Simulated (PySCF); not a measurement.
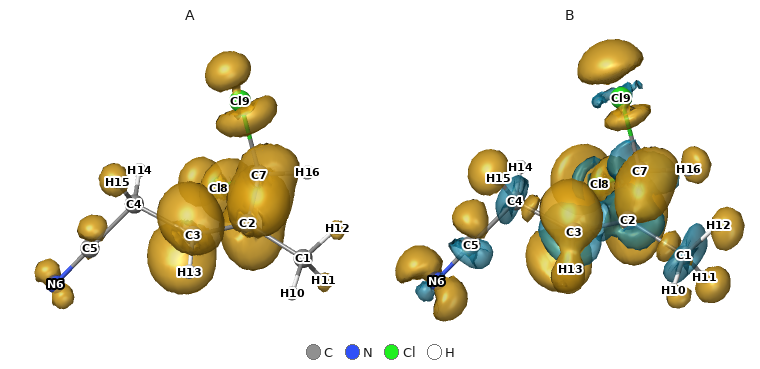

Figure 1: C6H7Cl2N, SMILES `C/C(=C/CC#N)C(Cl)Cl`. The Fukui function f⁺ from two separate SCF calculations and the density of the LUMO, at ±0.02 e/Å³ (yellow positive, teal negative).

PySCF calculation, PBE/def2-SVP, gas phase; geometry: GFN2-xTB. No frequency check shows the geometry to be a minimum. GFN2-xTB bond lengths at metals and heavier atoms can be off by up to 0.1 Å and shapes distorted, which carries into these values.

Input

```python
import numpy as np
from pyscf import gto, scf, dft
from pyscf.scf import atom_ks, atom_hf
from scipy.linalg import block_diag

def solve(mol, dm0=None, hcore=None):
    mf = (dft.UKS if mol.spin else dft.RKS)(mol, xc='pbe')
    mf.grids.level = 3
    mf = mf.density_fit(auxbasis='def2-universal-jkfit')
    mf.conv_tol, mf.max_cycle = 1e-8, 80
    if hcore is not None:
        mf.get_hcore = lambda *args: hcore
    mf.kernel(dm0)
    if not mf.converged:
        mf = mf.newton().run(mf.mo_coeff, mf.mo_occ, max_cycle=30)
    assert mf.converged, 'SCF not converged'
    return mf

mol = gto.M(atom='''
C      0.98846    -2.48301    -0.57630
C      0.40171    -1.18354    -0.11065
C     -0.81228    -1.11127     0.42583
C     -1.50748     0.12092     0.92438
C     -2.78357     0.25539     0.26276
N     -3.79104     0.34746    -0.26786
C      1.31029    -0.00676    -0.29720
Cl     0.60157     1.21418    -1.40237
Cl     1.70889     0.76882     1.26509
H      0.28953    -3.29908    -0.42132
H      1.22970    -2.42613    -1.63682
H      1.90683    -2.69901    -0.03186
H     -1.39179    -2.02018     0.51908
H     -0.92596     1.02609     0.74737
H     -1.69346     0.02783     2.00030
H      2.26187    -0.30307    -0.74087
''', basis='def2-svp', charge=0, spin=0, verbose=4)
mf = solve(mol)
out = dict(e0=mf.e_tot, dm0=mf.make_rdm1(), c=mf.mo_coeff, occ=mf.mo_occ, eps=mf.mo_energy)
for name, dq, spin in [('cation', 1, 1), ('anion', -1, 1)]:
    ion = mol.copy().set(charge=mol.charge + dq, spin=spin).build()
    mi = solve(ion)
    if spin and dq > 0 and mol.nao < 130:
        c, _, stable, _ = mi.stability(return_status=True)
        if not stable:
            mi = solve(ion, mi.make_rdm1(c, mi.mo_occ))
    print(name, 'vertical energy change / eV', (mi.e_tot - mf.e_tot) * 27.211386)
    out.update({'e_' + name: mi.e_tot, 'dm_' + name: mi.make_rdm1(), 's2_' + name: mi.spin_square()[0], 'eps_' + name: mi.mo_energy, 'occ_' + name: mi.mo_occ})
# spherically averaged free atoms, for the promolecule
atm = atom_ks.get_atm_nrks(mol, xc='pbe')
pro = block_diag(*[(atm[a[0]][2] * atm[a[0]][3]) @ atm[a[0]][2].T for a in mol._atom])
np.savez('result.npz', pro=pro, **out)
```

Launched as:

```sh
OMP_NUM_THREADS=1 python input.py
```

The run took 7.8 min on 1 thread of Intel(R) Xeon(R) Processor @ 2.50GHz (Skylake/Cascade Lake), on a shared host, peak memory 0.69 GiB.

Partitions, critical points and surface values were worked out afterwards from this run's density.

Which panel is which, and how good is the frozen-orbital picture?

Answer. B is f⁺ (it has negative regions), A the LUMO density. The LUMO lies on C3 (25 %), C2 (22 %) and C7 (13 %); f⁺ (Hirshfeld-condensed) is largest on Cl8 (0.14), Cl9 (0.14) and C3 (0.13); the vertical electron affinity is −0.68 eV (the stability of the anion's solution wasn't checked; negative, but this basis has no diffuse functions, so it doesn't show that the anion is unbound). Relaxation shifts 33 % of the electron between atoms. The orbital energy is −1.98 eV.
